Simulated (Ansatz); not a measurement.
# F$_{2}$Si···CH$_{4}$O: what the fields show

Input

```
crystal:
  periodic: [false, false, false]
  atoms:
    - { symbol: Si, position_ang: [0.0, 0.0, 0.0] }
    - { symbol: H, position_ang: [0.8436, 0.0, 1.4296] }
    - { symbol: O, position_ang: [1.8237, 0.0, 0.457] }
    - { symbol: C, position_ang: [2.5898, -1.1632, 0.1804] }
    - { symbol: H, position_ang: [1.9581, -1.9052, -0.3511] }
    - { symbol: H, position_ang: [3.4574, -0.8926, -0.4569] }
    - { symbol: H, position_ang: [2.9536, -1.6023, 1.1328] }
    - { symbol: F, position_ang: [-0.7489, 1.2974, -0.5295] }
    - { symbol: F, position_ang: [-0.7489, -1.2974, -0.5295] }
basis:
  gaussian: { orbitals: def2-SVP }
hamiltonian:
  xc: pbe0
relax:
  f_tol: 0.15
  max_steps: 25
  restrain:
    - { distance: [1, 2], at: 1.01, k: 30.0 }
    - { distance: [0, 1], at: 2.66, k: 30.0 }
    - { distance: [0, 2], at: 2.88, k: 30.0 }
output:
  orbitals: {}
```

Launched as:

```sh
ansatz run input.yaml --threads 2 --pin off --max-ram 3072MiB --backend cpu --events-out ev --progress --plain --runs-dir out
```

The fields are those of the run's last geometry, not of the input's.

Not at a stationary point (largest force 1.1 eV/Å).

These are results of RKS PBE0/def2-SVP in Ansatz, not measurements.

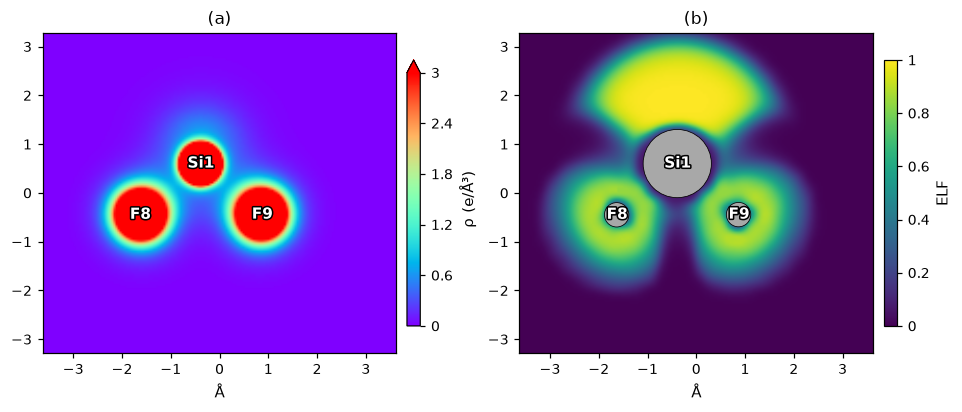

Figure 1. (a) electron density; (b) electron localisation function on the plane of atoms F8, Si1 and F9. Grey discs cover the atomic cores in the ELF map.

What does the map show?

Answer. The plane passes through Si and F nuclei. Si–F (1.63 Å): ρ at the midpoint is about 0.99 e/Å³; the ELF peaks at about 0.85 in the valence shell of F, 0.5 Å from its nucleus, and is about 0.40 at the midpoint. The ELF also peaks beside F9, F8 and Si1, away from the bonds: lone-pair regions.

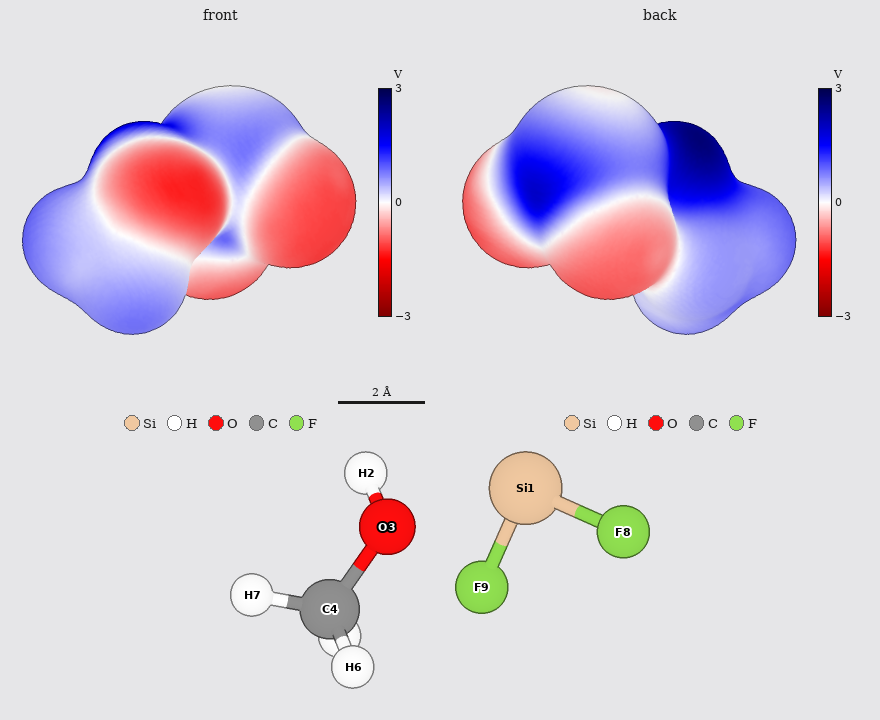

Figure 2. The molecular electrostatic potential painted on the density surface at 0.002 e/bohr³, seen from the front and from behind; the colour scale runs from red (negative) to blue (positive). The bare structure is drawn below in the same view.

Which sites attract a positive test charge, and which a negative one?

Answer. A positive charge is drawn to the negative regions and a negative charge to the positive ones. The most negative region (about −1.3 V) lies over O3, the most positive (about +2.5 V) over H2. O3 is the likeliest acceptor of a hydrogen bond.

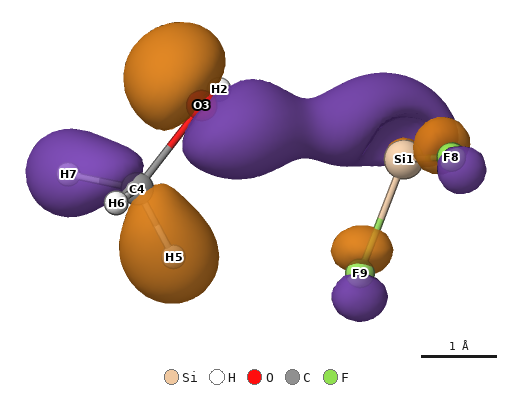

Figure 3. The HOMO−1 at ±0.15 Å⁻³ᐟ² (orange and purple are the two phases), seen across its widest extent.

Where does this orbital lie, and at what energy?

Answer. By Hirshfeld shares it lies mainly on O3 (about 45 %), Si1 (about 20 %), C4 (about 15 %) and H5 (about 5 %). Its energy is −8.73 eV.
